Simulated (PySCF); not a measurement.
InCl2(OH) (Cl₂HInO).

Method: PBE/def2-TZVP; geometry: GFN2-xTB; program: PySCF. Core potentials replace the inner electrons of In; spin–orbit coupling isn't included. No frequency check shows the geometry to be a minimum. GFN2-xTB bond lengths at metals and heavier atoms can be off by up to 0.1 Å and shapes distorted, which carries into these values.

Cartesian coordinates (Å):

```
In1     -0.0118   -0.1840    0.0000
Cl2     -2.0815    0.7630    0.0000
Cl3      2.0061    0.9141    0.0000
O4       0.1060   -2.1315    0.0000
H5       1.0123   -2.4425    0.0000
```

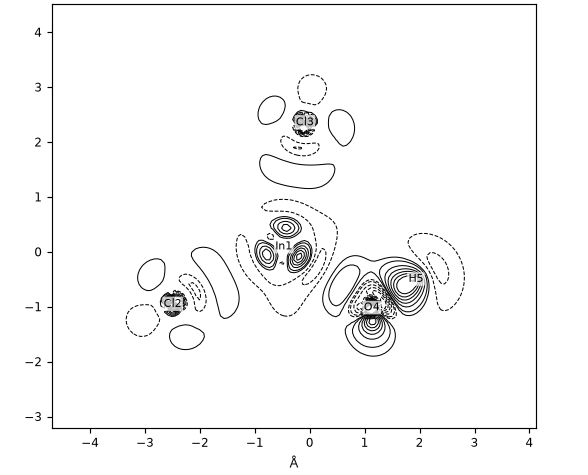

Deformation density (molecule less spherical, spin-averaged free atoms) in the molecular plane; contours at ±0.05 to ±0.8 e/Å³; solid lines: gain, dashed lines: loss.

Q: How much density has each bond in this plane gained at its critical point, relative to the free atoms?

A: In1–Cl2: +0.06 e/Å³ at the bond critical point (bond length 2.28 Å, Mayer order 1.1). In1–Cl3: +0.06 e/Å³ at the bond critical point (bond length 2.30 Å, Mayer order 1.0). In1–O4: +0.05 e/Å³ at the bond critical point (bond length 1.95 Å, Mayer order 1.1); up to 0.6 Å beside the axis the gain reaches +0.18 e/Å³. In all, 1.2 electrons gather in the regions of gain relative to the promolecule. A small or negative value marks a very polar bond, one between electron-rich atoms, whose free-atom densities already overlap strongly, a long bond to a heavier atom, or a closed-shell contact such as a hydrogen bond.

Q: Where do the Hirshfeld charges lie?

A: The highest Hirshfeld charge is on In1 (+0.60 e), the lowest on O4 (−0.35 e).

```csv
atom,charge (e)
In1,+0.60
Cl2,−0.18
Cl3,−0.21
O4,−0.35
H5,+0.14
```
